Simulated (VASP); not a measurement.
Band structure of MnS (rock salt, AFM-II order). Computed with PBE GGA, VASP's PBE PAW potentials (set 64) (plane waves; VASP).

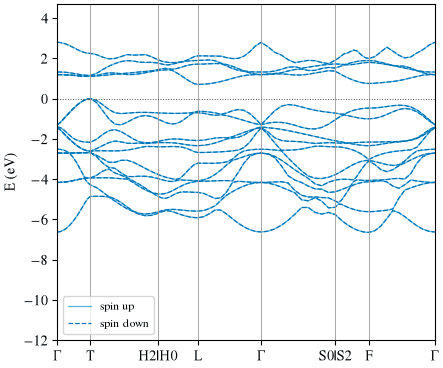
Bands along high-symmetry lines, zero at the valence-band maximum or, without a gap, the Fermi level

Problem. Read the plot: is there a gap, and where are the band edges?

Solution. The gap is indirect, 0.71 eV, from the valence maximum at T to the conduction minimum at L. (Edges off the drawn lines would not show.)

The compound is MnS in the rock salt, AFM-II order structure. It was relaxed first.
